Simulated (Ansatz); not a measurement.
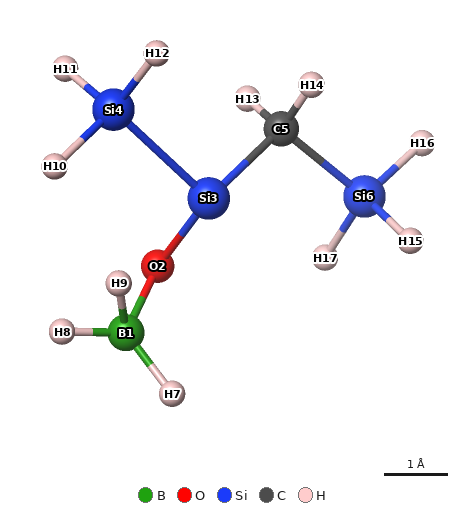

This is the input geometry for a relaxation of CH11BOSi3. Style: ball-and-stick. Shown at a tilt.

The run prepares an end point of a later path (hydrogen shift) calculation, from a guessed geometry.

These are results of RKS B3LYP-D4/6-31G* (Ansatz), not measurements.

The input:
```yaml
crystal:
  periodic: [false, false, false]
  atoms:
    - { symbol: B, position_ang: [-1.917, -0.9655, 1.5645] }
    - { symbol: O, position_ang: [-0.6932, -0.2127, 1.4816] }
    - { symbol: Si, position_ang: [-0.1782, -0.3696, -0.1576] }
    - { symbol: Si, position_ang: [0.9566, -2.3277, -0.4118] }
    - { symbol: C, position_ang: [1.076, 0.9847, -0.5368] }
    - { symbol: Si, position_ang: [0.2275, 2.6658, -0.3766] }
    - { symbol: H, position_ang: [-2.9503, -0.3397, 1.3608] }
    - { symbol: H, position_ang: [-1.9524, -2.0461, 1.8472] }
    - { symbol: H, position_ang: [-1.49131, -1.68329, 0.74446] }
    - { symbol: H, position_ang: [-0.0637, -3.4236, -0.0987] }
    - { symbol: H, position_ang: [2.0101, -2.4191, 0.5407] }
    - { symbol: H, position_ang: [1.3847, -2.445, -1.7752] }
    - { symbol: H, position_ang: [1.8676, 0.9692, 0.1849] }
    - { symbol: H, position_ang: [1.4357, 0.8772, -1.5334] }
    - { symbol: H, position_ang: [-0.8908, 2.6998, -1.3253] }
    - { symbol: H, position_ang: [1.1994, 3.7515, -0.6583] }
    - { symbol: H, position_ang: [-0.2722, 2.8522, 0.9918] }
basis:
  gaussian: { orbitals: "6-31G*" }
hamiltonian:
  xc: b3lyp
  dispersion: d4
relax:
  f_tol: 0.02
  max_steps: 50
output:
  orbitals: {}
```

Command:
```bash
ansatz run input.yaml --threads 2 --pin off --max-ram 3072MiB --backend cpu --events-out ev --progress --plain --runs-dir out
```

> Predict the outcome.

Over 32 accepted moves (36 points after the start) the energy falls by 125.9 kcal/mol. The largest force component goes from 4.3 to 0.0059 eV/Å. The line search rejected the trial steps at points 18, 24, 27, 34 of the run. H9 moves most after the best rigid fit: 2.77 Å. Largest moves by element: H 2.77 Å, O 0.99 Å, B 0.40 Å, Si 0.36 Å, C 0.16 Å. Some distances before and after: B1–H9 1.170 → 3.696 Å, Si3–H9 2.065 → 1.488 Å, B1–O2 1.439 → 1.350 Å, B1–H8 1.118 → 1.204 Å. New bonds form: Si3–H9 (2.06 → 1.49 Å). Bonds break: B1–H9 (1.17 → 3.70 Å). Bond angles that change, for instance: B1–O2–Si3 105.1° → 133.2°, Si3–Si4–H10 105.1° → 112.8°, Si4–Si3–C5 105.3° → 111.9°. Groups turn about B1–O2 by about 90°, O2–Si3 by about 80°, Si3–C5 by about 20°. Cost: 100 s on 2 threads of AMD EPYC 9R45 96-Core Processor (Zen 5) (shared host), peak memory 0.35 GiB.

Step by step:

```tsv
step	E − E(0), kcal/mol	largest force component, eV/Å	note
0	0.00	4.3446	
1	-42.72	3.4185	
2	-64.20	1.1929	
3	-73.86	0.8533	
4	-81.68	0.6525	
5	-88.54	0.7565	
6	-94.32	0.8618	
7	-98.95	0.8381	
8	-102.63	1.1562	
9	-106.79	0.7881	
10	-111.45	0.6982	
11	-114.98	0.5951	
13	-119.56	0.5604	
14	-121.55	0.6017	
15	-123.28	0.2593	
17	-124.81	0.2360	
18	-124.53	0.3799	rejected
20	-125.13	0.2606	
21	-125.23	0.1160	
22	-125.42	0.0757	
24	-125.57	0.4504	rejected
25	-125.71	0.0339	
26	-125.76	0.0881	
28	-125.80	0.0245	
29	-125.82	0.0379	
31	-125.84	0.0541	
32	-125.84	0.0235	
33	-125.85	0.0206	
35	-125.85	0.0041	
36	-125.85	0.0059
```

The structure at the end:

```xyz
17

B    -1.7199   -0.8685    1.8944
O    -1.3809   -0.1951    0.7743
Si   -0.2814   -0.5036   -0.4734
Si    0.8153   -2.5655   -0.1925
C     0.9281    0.9320   -0.5233
Si    0.1184    2.6278   -0.2859
H    -2.5386   -0.3827    2.6208
H    -1.2048   -1.9276    2.1468
H    -1.0816   -0.5049   -1.7282
H    -0.1255   -3.7175   -0.1508
H     1.6368   -2.5683    1.0494
H     1.7353   -2.7542   -1.3514
H     1.7058    0.8010    0.2402
H     1.4342    0.9143   -1.4984
H    -1.0695    2.7574   -1.1713
H     1.0817    3.7097   -0.6335
H    -0.3048    2.8138    1.1252
```

After the run, drawn alike:

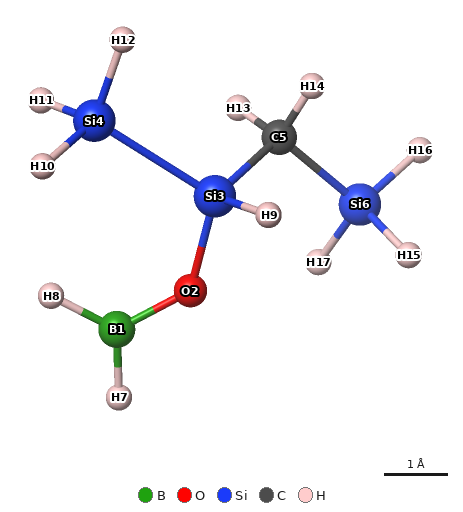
